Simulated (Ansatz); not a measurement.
Stretching the C2–H7 bond in C2H6Ge (SMILES C=[CH][GeH3]) (multiplicity 1 held, fragments rigid). Energies count from the point at 1.087 Å.
Geometry at that point (charge 0, multiplicity 1):
| atom | x (Å) | y (Å) | z (Å) |
|---|---|---|---|
| Ge | 0.6675 | -0.2297 | -0.1139 |
| C | -1.0351 | 0.7164 | -0.1529 |
| C | -2.0617 | 0.4047 | 0.6306 |
| H | 0.9740 | -0.8473 | -1.4915 |
| H | 0.5865 | -1.3438 | 0.9445 |
| H | 1.8143 | 0.7362 | 0.2397 |
| H | -1.1413 | 1.5395 | -0.8542 |
| H | -3.0008 | 0.9473 | 0.5901 |
| H | -2.0124 | -0.4068 | 1.3489 |

Restricted levels (R-, RO-) in cc, def2 and unpolarised 6-31G sets keep to the state of the molecule at rest. U- levels take the lowest unrestricted solution at each point, which mixes spins at long bonds. Active spaces are followed from a long bond inwards. Levels need not reach the same state.

Cores are frozen in the correlated methods. Filled d and f shells under p-block atoms count as core.

Run with Ansatz (an electronic-structure program) with Gaussian orbitals. Each number belongs to the level named beside it.

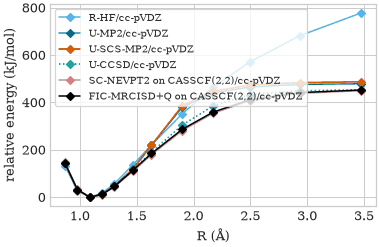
Figure: Relative energy along the coordinate

Doubts at one or more of the structures used: a restricted determinant that unrestricted orbitals would lower (R-HF/cc-pVDZ); a spin-contaminated determinant (U-MP2/cc-pVDZ, U-SCS-MP2/cc-pVDZ, U-CCSD/cc-pVDZ); T1 above 0.05 (U-CCSD/cc-pVDZ); the program's own flag: large difference (U-CCSD/cc-pVDZ).
